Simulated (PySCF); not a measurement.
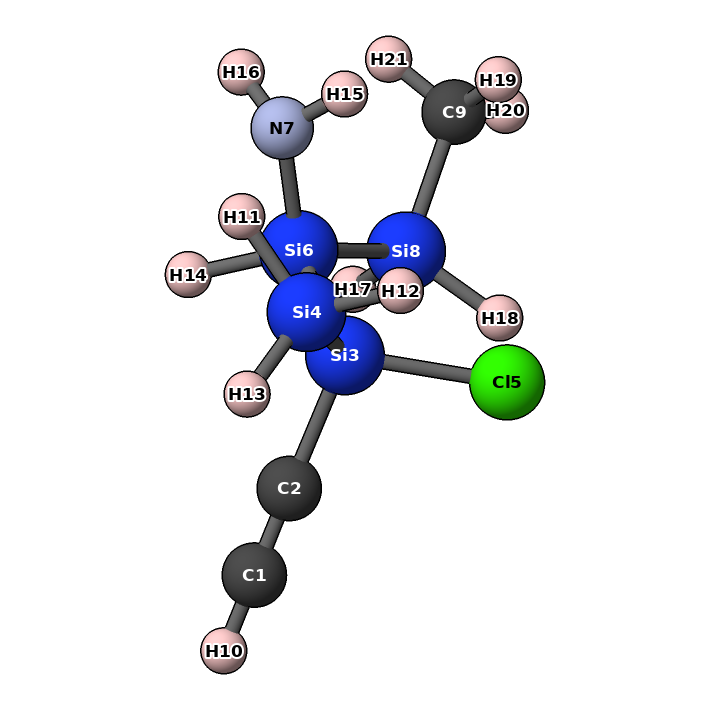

The geometry was computed by an optimisation with GFN2-xTB. No frequency run is at hand to confirm it as a minimum. Properties computed with GIAO PBE0/pcSseg-1 NMR shielding, non-relativistic, gas phase (PySCF 2.14.0). Principal shieldings σ11 ≤ σ22 ≤ σ33, span Ω = σ33 − σ11, skew κ = 3(σiso − σ22)/Ω.

Give the shielding tensors of the Cl atoms.

```
atom    σ11    σ22     σ33   σiso      Ω     κ
 Cl5  887.9  956.1  1039.0  961.0  151.1  0.10
```

Shieldings and span in ppm.

The geometry is semi-empirical. Around Si such bond lengths and angles can be off by a tenth of an ångström or more and by several degrees, and values that hang on the shape move with them.
